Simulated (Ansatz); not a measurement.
# A convergence test on SnO2 (Cassiterite): k mesh of the density

How far can the k mesh of the density be lowered for the gap of SnO2 (Cassiterite)?

Main program and level: Ansatz 0.2.0; DFT, PBE, plane waves, PAW.

## 1. Starting point

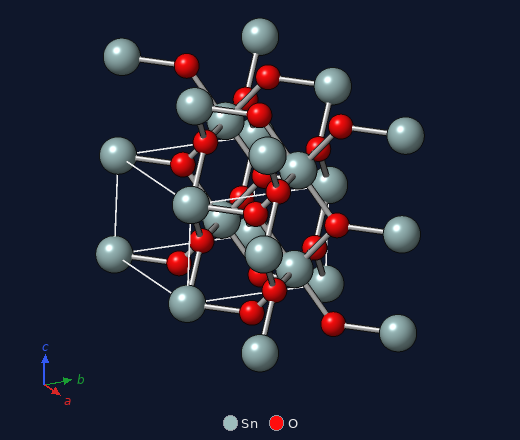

The starting structure, seen slightly off an axis (tin teal, oxygen red). 2×1×2 cells are drawn. Some periodic images of atoms are drawn too.

Coordinates:

```cif
data_structure
_symmetry_space_group_name_H-M 'P4_2/mnm'
_symmetry_Int_Tables_number 136
_cell_length_a 4.7380
_cell_length_b 4.7380
_cell_length_c 3.1865
_cell_angle_alpha 90.000
_cell_angle_beta 90.000
_cell_angle_gamma 90.000
_cell_volume 71.53
loop_
_atom_site_label
_atom_site_type_symbol
_atom_site_symmetry_multiplicity
_atom_site_Wyckoff_symbol
_atom_site_fract_x
_atom_site_fract_y
_atom_site_fract_z
_atom_site_occupancy
Sn1 Sn 2 a 0.00000 0.00000 0.00000 1
O1 O 4 f 0.30710 0.30710 0.00000 1
```

The cell and positions come from the Crystallography Open Database and are kept as given unless a step says otherwise. The default PAW set here is soft_2. Its files were made with PBE.

## 2. k mesh of the density: 2×2×2

Input file input.yaml:

```yaml
crystal:
  lattice:
    - [4.738, 0.0, 0.0]
    - [0.0, 4.738, 0.0]
    - [0.0, 0.0, 3.1865]
  atoms:
    - { symbol: Sn, position: [0.0, 0.0, 0.0] }
    - { symbol: Sn, position: [0.5, 0.5, 0.5] }
    - { symbol: O, position: [0.3071, 0.3071, 0.0] }
    - { symbol: O, position: [0.1929, 0.8071, 0.5] }
    - { symbol: O, position: [0.6929, 0.6929, 0.0] }
    - { symbol: O, position: [0.8071, 0.1929, 0.5] }
kpoints:
  mp_grid: { grid: [2, 2, 2] }
  band_path:
    path:
      - [0.0, 0.0, 0.0]
      - [0.0, 0.5, 0.0]
      - [0.5, 0.5, 0.0]
      - [0.0, 0.0, 0.5]
      - [0.0, 0.5, 0.5]
      - [0.5, 0.5, 0.5]
    npoints: 1
hamiltonian:
  xc: pbe
scf:
  occupations: { method: fixed }
  n_extra_bands: 6
output:
  eigenvalues: true
  forces: true
  stress: true
  write_density: true
  write_potential: true
  elf: true
  volumetric_format: npy
```

Run with:

```
$ ansatz run input.yaml --threads 3 --pin off --max-ram 92160MiB --backend cuda --events-out ev --progress --plain --runs-dir out --devices 1 --max-vram 13GiB
```

Numbers of over 12 decimals in the logs are rounded to 6 here.

The log of the run:

```text
scf.n_extra_bands = 6 over 26 filled bands (N_el = 52.0): the run solves 32 bands
GPUs: using 1 of 1 available (devices: 1).
Engine: ansatz 0.2.0, x86_64-unknown-linux-gnu
Pseudopotentials: kind: paw
Pseudopotential: Sn, paw, valence charge 14, recommended cutoff 420 eV (normal), Sn.paw.azcp
Pseudopotential: O, paw, valence charge 6, recommended cutoff 420 eV (normal), O.paw.azcp
Functional definition: PBE
  parameter kappa = 0.804
  parameter beta = 0.066725
  exchange = pbe_x(kappa = kappa, mu = beta*pi^2/3)
  correlation = pbe_c(beta = beta)
device memory: the entry about to start is reckoned to put 1.7 GiB on a device that reports 39.0 GiB free (of which the cap on the GPU budget leaves the run 13.0 GiB)
GPU FFT provider: cuFFT
GPU libraries: cuBLAS 13.8.2, cuFFT 12.4.0, cuSOLVER 12.3.4
Crystal: 6 atoms, lattice volume = 71.533 Å³
Basis set: ecut = 420 eV, 1411 PW (Γ), exchange–correlation on 64×64×48 points (8 copies of the dense FFT grid, shifted against one another)
Bands: 32, of which v1, the nominal top of the filled ones, is band 26 counted from 1 (25 counted from 0)
Symmetry: 16 space group operations
Space group: P42/mnm (ITA 136), of the structure as read, at distance tolerance 4.2e-5 Å
k-points: 6 of 8
Non-local potential: Sn, projectors of the file, l = 0: 2, l = 1: 2, l = 2: 2, l = 3: 2
Non-local potential: O, projectors of the file, l = 0: 2, l = 1: 2, l = 2: 1
PAW form: soft (Blöchl's): semilocal exchange-correlation on the pseudo side does not see the compensation charge
PAW one-centre angular grid: Sn, 590 points (default); XC on 64 Gauss nodes
PAW one-centre angular grid: O, 110 points (default); XC on 64 Gauss nodes
Initial density: superposition of atomic densities (neutral atoms: chi_scale 0, normalization atom), corrected by the library's trained network
Initial wavefunctions: pseudopotential atomic-orbital guess
GPU buffer pool allocated for 24576 grid points (all kernels)
GPU transforms: local potential and band sums: pruned to the plane-wave sphere, on 32×32×24
Functional: x = pbe(κ = 0.804, μ = 0.219515), c = pbe(β = 0.066725)
SCF iter   1: F=—  HF=-14317.296050 eV  |F-HF|=—  |Δ(HF+E_count)|=         —  Δρ=7.63e-3  dr2=1.95e-2  ethr=1.77e-3  ⟨swp⟩=4.3  Hψ=718  notcnv=0  defer=22
preconditioner: auto → Resta (q_TF=auto, 2.587 Å⁻¹)  ε∞=3.6  [insulator: Δε(μ)=1.283 eV  Ē_g=19.729 eV  n_scr=18 (ndim 8)  ℏωp=31.7 eV  f_vac=0.027  ε∞_Penn≈3.6]
SCF iter   2: F=—  HF=-14317.292740 eV  |F-HF|=—  |Δ(HF+E_count)|=   3.31e-3  Δρ=3.49e-3  dr2=2.40e-3  ethr=3.76e-5  ⟨swp⟩=2.0  Hψ=340  notcnv=0  defer=24
SCF iter   3: F=—  HF=-14317.292891 eV  |F-HF|=—  |Δ(HF+E_count)|=   1.51e-4  Δρ=1.30e-3  dr2=4.77e-4  ethr=4.62e-6  ⟨swp⟩=2.0  Hψ=192  notcnv=0  defer=24
SCF iter   4: F=—  HF=-14317.293031 eV  |F-HF|=—  |Δ(HF+E_count)|=   1.40e-4  Δρ=1.73e-4  dr2=1.47e-5  ethr=9.16e-7  ⟨swp⟩=2.3  Hψ=263  notcnv=0  defer=24
SCF iter   5: F=—  HF=-14317.293213 eV  |F-HF|=—  |Δ(HF+E_count)|=   1.83e-4  Δρ=2.63e-5  dr2=2.20e-7  ethr=2.82e-8  ⟨swp⟩=2.2  Hψ=287  notcnv=0  defer=12
SCF iter   6: F=-14317.293214 eV  HF=-14317.293214 eV  |F-HF|=9.85e-9  |Δ(HF+E_count)|=   2.46e-7  Δρ=4.13e-6  dr2=1.03e-8  ethr=1.92e-10  ⟨swp⟩=15.5  Hψ=1598  notcnv=0
SCF 1 converged in 6 iterations: F = -14317.293214 eV  dr2 = 1.03e-8
[...]
device memory: the entry about to start is reckoned to put 1.1 GiB on a device that reports 43.7 GiB free (of which the cap on the GPU budget leaves the run 13.0 GiB)
NSCF: frozen V_eff on 6 k-points
SCF converged after 6 iterations
Free energy (F): -14317.293214 eV
Harris-Foulkes:  -14317.293214 eV  (|F-HF|=9.85e-9)
Internal energy: -14317.293214 eV  (E = F + TS)
E sigma→0 (E₀):  -14317.293214 eV
Fermi energy:    9.596054 eV
--- Per-component energies (eV) ---
  E_band       = -112.695064
  E_kinetic    = 1086.313564
  E_local      = -2862.768771  (includes V_loc(G=0)·N_el)
  E_nonlocal   = 135.296869
  E_hartree    = 1492.724679
  E_xc         = -1054.581520
  E_vxc        = -563.634013  (∫ρ·V_xc dr)
  E_paw        = -8931.436327  (= ΣΔE_a)
  E_vpaw       = -893.358848  (= ΣTr[D̂ρ^β])
  E_aug_tail   = 0.010073  (compensation charges beyond the density's cutoff)
  E_ewald      = -4182.851779
  E_smearing   = -0.000000  (= −TS)
  E_closure    = 0.000000  (closes the sum)
  Σ components = -14317.293214   (vs F -14317.293214, Δ=0.00e0)
--- Forces (eV/Å), atoms counted from 1 ---
  atom   1  Sn    -0.00000000     0.00000000     0.00000000
  atom   2  Sn    -0.00000000     0.00000000     0.00000000
  atom   3  O     -0.27100531    -0.27100531     0.00000000
  atom   4  O      0.27100531    -0.27100531    -0.00000000
  atom   5  O      0.27100531     0.27100531    -0.00000000
  atom   6  O     -0.27100531     0.27100531     0.00000000
  max |Σ_I F_I| component: 1.11e-16 eV/Å
--- Stress (GPa, compression-positive) ---
        8.261907      -0.000000      -0.000000
       -0.000000       8.261907       0.000000
       -0.000000       0.000000      16.960938
  P = ⅓ Tr σ = 11.1616 GPa (111.616 kbar)
--- Band table (eV; the first three rows and the last of 6) ---
  k-point 0: bands = [... 22 lower, 8.3922, 8.8190, 8.8190, 9.5961, 10.8336, 15.7229, 15.9228, 15.9228, ... 2 higher]
  k-point 1: bands = [... 22 lower, 7.9297, 7.9297, 8.3287, 8.3287, 15.8167, 15.8167, 19.3508, 19.3508, ... 2 higher]
  k-point 2: bands = [... 22 lower, 8.4353, 8.4353, 8.9580, 8.9580, 14.0183, 14.0183, 16.6655, 16.6655, ... 2 higher]
  k-point 5: bands = [... 22 lower, 8.6271, 8.6271, 8.7563, 8.7563, 14.4984, 14.4984, 18.4466, 18.4466, ... 2 higher]
```

Run time: 9.2 s. Hardware: 1 × NVIDIA H100 80GB HBM3 (shared by 6 runs) with 3 threads of AMD EPYC 7R13 (Zen 3), shared host; peak memory 0.91 GiB.

The column dr2 measures how far the density is from self-consistency, as an energy; F and HF (Harris–Foulkes) agree once it is small.

This step gave:

* pressure: 11.16 GPa
* gap: 1.238 eV
* valence top at: Γ
* conduction bottom at: Γ
* least direct gap: 1.238 eV

The gap is direct, at Γ.

## 3. k mesh of the density: 4×4×4

input.yaml, as its differences from that of step 2:

```diff
@@ -13,3 +13,3 @@
 kpoints:
-  mp_grid: { grid: [2, 2, 2] }
+  mp_grid: { grid: [4, 4, 4] }
   band_path:
```

The log of the run:

```text
[...]
GPUs: using 1 of 1 available (devices: 1).
[...]
GPU FFT provider: cuFFT
GPU libraries: cuBLAS 13.8.2, cuFFT 12.4.0, cuSOLVER 12.3.4
Crystal: 6 atoms, lattice volume = 71.533 Å³
Basis set: ecut = 420 eV, 1411 PW (Γ), exchange–correlation on 64×64×48 points (8 copies of the dense FFT grid, shifted against one another)
[...]
k-point 0: bands = [... 22 lower, 8.3075, 8.7549, 8.7549, 9.5289, 10.8096, 15.6959, 15.8974, 15.8974, ... 2 higher]
  k-point 1: bands = [... 22 lower, 7.0118, 8.6905, 8.6905, 9.0286, 13.3864, 16.4845, 17.9806, 17.9806, ... 2 higher]
  k-point 2: bands = [... 22 lower, 7.8754, 7.8754, 8.2711, 8.2711, 15.7701, 15.7701, 19.3182, 19.3182, ... 2 higher]
  k-point 17: bands = [... 22 lower, 8.5599, 8.5599, 8.6943, 8.6943, 14.4679, 14.4679, 18.4248, 18.4248, ... 2 higher]
[key lines of the parts left out:]
SCF converged after 6 iterations
Free energy (F): -14317.829501 eV
Fermi energy:    9.528852 eV
P = ⅓ Tr σ = 11.0553 GPa (110.553 kbar)
```

Run time: 5.7 s. Hardware: 1 × NVIDIA H100 80GB HBM3 (shared by 6 runs) with 3 threads; peak memory 0.92 GiB.

This step gave:

```yaml
pressure: 11.06 GPa
gap: 1.281 eV
valence_top_at: Γ
conduction_bottom_at: Γ
least_direct_gap: 1.281 eV
```

The gap is 1.281 eV, +0.043 eV from the run before at this level.

## 4. k mesh of the density: 6×6×8 (the default)

input.yaml, the sections that differ from step 3:

```yaml
kpoints:
  mp_grid: { grid: [6, 6, 8] }
  band_path:
    path:
      - [[0.0, 0.0, 0.0], [0.0, 0.5, 0.0], [0.5, 0.5, 0.0], [0.0, 0.0, 0.0], [0.0, 0.0, 0.5], [0.0, 0.5, 0.5], [0.5, 0.5, 0.5], [0.0, 0.0, 0.5]]
      - [[0.0, 0.5, 0.0], [0.0, 0.5, 0.5]]
      - [[0.5, 0.5, 0.0], [0.5, 0.5, 0.5]]
    npoints: 10
scf:
  occupations: { method: fermi_dirac, width: 0.02 }
  n_extra_bands: 6
# crystal, hamiltonian, output: as in step 3
```

The log of the run:

```text
[...]
GPUs: using 1 of 1 available (devices: 1).
[...]
GPU FFT provider: cuFFT
GPU libraries: cuBLAS 13.8.2, cuFFT 12.4.0, cuSOLVER 12.3.4
Crystal: 6 atoms, lattice volume = 71.533 Å³
Basis set: ecut = 420 eV, 1411 PW (Γ), exchange–correlation on 64×64×48 points (8 copies of the dense FFT grid, shifted against one another)
[...]
k-point 0: bands = [... 22 lower, 8.3043, 8.7527, 8.7527, 9.5266, 10.8087, 15.6950, 15.8965, 15.8965, ... 2 higher]
  k-point 1: bands = [... 22 lower, 7.7253, 8.7887, 8.7887, 9.3960, 11.7694, 16.0127, 16.5476, 16.5476, ... 2 higher]
  k-point 2: bands = [... 22 lower, 7.0099, 8.6885, 8.6885, 9.0265, 13.3846, 16.4831, 17.9792, 17.9792, ... 2 higher]
  k-point 49: bands = [... 22 lower, 8.5576, 8.5576, 8.6922, 8.6922, 14.4668, 14.4668, 18.4241, 18.4241, ... 2 higher]
[key lines of the parts left out:]
SCF converged after 6 iterations
Free energy (F): -14317.839524 eV
Fermi energy:    10.167741 eV
P = ⅓ Tr σ = 11.0811 GPa (110.811 kbar)
```

Wall time 8.1 s (1 × NVIDIA H100 80GB HBM3 (shared by 6 runs) with 3 threads); peak memory 0.94 GiB.

Numbers from this step:

- pressure: 11.08 GPa
- gap: 1.282 eV
- valence top at: Γ
- conduction bottom at: Γ
- least direct gap: 1.282 eV

The gap is 1.282 eV, +0.001 eV from the run before at this level.

## 5. k mesh of the density: 8×8×10

input.yaml, the sections that differ from step 4:

```yaml
kpoints:
  mp_grid: { grid: [8, 8, 10] }
  band_path:
    path:
      - [0.0, 0.0, 0.0]
      - [0.0, 0.5, 0.0]
      - [0.5, 0.5, 0.0]
      - [0.0, 0.0, 0.5]
      - [0.0, 0.5, 0.5]
      - [0.5, 0.5, 0.5]
    npoints: 1
scf:
  occupations: { method: fixed }
  n_extra_bands: 6
output:
  eigenvalues: true
  forces: true
  stress: true
# crystal, hamiltonian: as in step 4
```

The log of the run:

```text
[...]
GPUs: using 1 of 1 available (devices: 1).
[...]
GPU FFT provider: cuFFT
GPU libraries: cuBLAS 13.8.2, cuFFT 12.4.0, cuSOLVER 12.3.4
Crystal: 6 atoms, lattice volume = 71.533 Å³
Basis set: ecut = 420 eV, 1411 PW (Γ), exchange–correlation on 64×64×48 points (8 copies of the dense FFT grid, shifted against one another)
[...]
k-point 0: bands = [... 22 lower, 8.3042, 8.7527, 8.7527, 9.5266, 10.8087, 15.6949, 15.8965, 15.8965, ... 2 higher]
  k-point 1: bands = [... 22 lower, 7.9078, 8.7889, 8.7889, 9.4425, 11.4741, 15.9095, 16.3269, 16.3269, ... 2 higher]
  k-point 2: bands = [... 22 lower, 7.2271, 8.7479, 8.7479, 9.1994, 12.7384, 16.3339, 17.3682, 17.3682, ... 2 higher]
  k-point 89: bands = [... 22 lower, 8.5575, 8.5575, 8.6922, 8.6922, 14.4668, 14.4668, 18.4240, 18.4240, ... 2 higher]
[key lines of the parts left out:]
SCF converged after 6 iterations
Free energy (F): -14317.839523 eV
Fermi energy:    9.526573 eV
P = ⅓ Tr σ = 11.0813 GPa (110.813 kbar)
```

The job ended after 14 s (1 × NVIDIA H100 80GB HBM3 (shared by 6 runs) with 3 threads; peak memory 0.92 GiB; 8.1 s of CPU time).

Numbers from this step:

* pressure: 11.08 GPa
* gap: 1.282 eV
* valence top at: Γ
* conduction bottom at: Γ
* least direct gap: 1.282 eV

The gap is 1.282 eV, as in the run before at this level.

## 6. The series

Differences are against the last row; a negative gap means that bands overlap, and a run with a band path holds that path's time. Times are wall times on 1 × NVIDIA H100 80GB HBM3 (shared by 6 runs) with 3 threads of AMD EPYC 7R13 (Zen 3), shared host, good to a factor of about two.

| k mesh of the density | gap (eV) | direct gap (eV) | gap error (eV) | energy error (meV/atom) | irreducible k | time |
| --- | --- | --- | --- | --- | --- | --- |
| 2×2×2 | 1.238 | 1.238 | −0.045 | +91.1 | 6 | 9.2 s |
| 4×4×4 | 1.281 | 1.281 | −0.001 | +1.7 | 18 | 5.7 s |
| 6×6×8 | 1.282 | 1.282 | +0.000 | +0.0 | 50 | 8.1 s |
| 8×8×10 | 1.282 | 1.282 | +0.000 | +0.0 | 90 | 14 s |

## 7. What came out

```yaml
2x2x2: 1.238 eV
4x4x4: 1.281 eV
6x6x8: 1.282 eV
8x8x10: 1.282 eV
```

What this shows: The gap holds to 0.02 eV from 4×4×4 on. At 2×2×2 the gap is off by −0.045 eV and the energy by +91 meV/atom. The gap is read over the mesh and added points near the edges, so meshes differ mainly through the density and, for a hybrid, the exchange operator.

[Paths, hosts, dates, memory and timing lines, banners, echoed tables and standing remarks are left out of the program output.]

[Logs are printed without paths, hosts, clocks, repeated set-up lines and the standing remarks that a program may print on its own settings, such as how far it seeks lower states.]

[Runs of the session that timed out or met a known fault of the program may be left out.]

[Cells called generated may have been cut or substituted from an entry of the Crystallography Open Database or the Materials Project.]

[Hosts, paths, dates, database ids (printed as entryN), source tags and the programs' standing remarks are cut or masked in the printed files.]
